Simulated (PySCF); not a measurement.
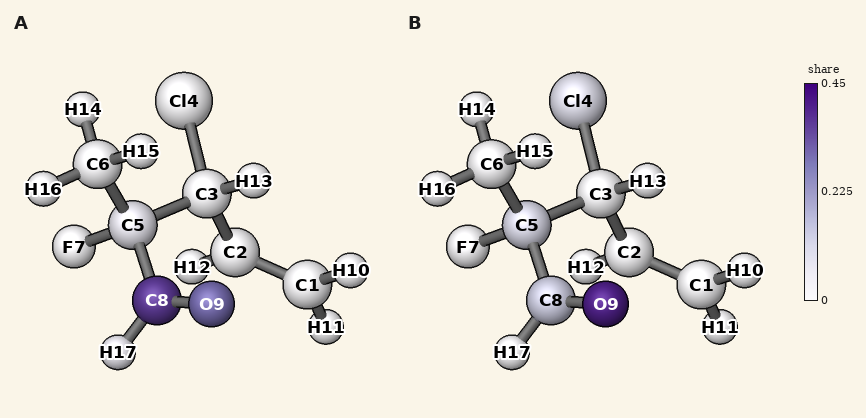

Each panel colours the atoms by their Löwdin share in one orbital (up to four of the largest shares; other atoms are shown as zero). The geometry was computed by an optimisation with GFN2-xTB. No frequency run is at hand to confirm it as a minimum. Computed with PBE0/def2-SVPD (PySCF 2.14.0).

The panels show the HOMO, LUMO, in some order. Which is which?

Answer. A: LUMO, −1.63 eV; C8 0.37, O9 0.30, C5 0.06, H17 0.05
B: HOMO, −7.98 eV; O9 0.40, C8 0.12, C5 0.10, Cl4 0.09
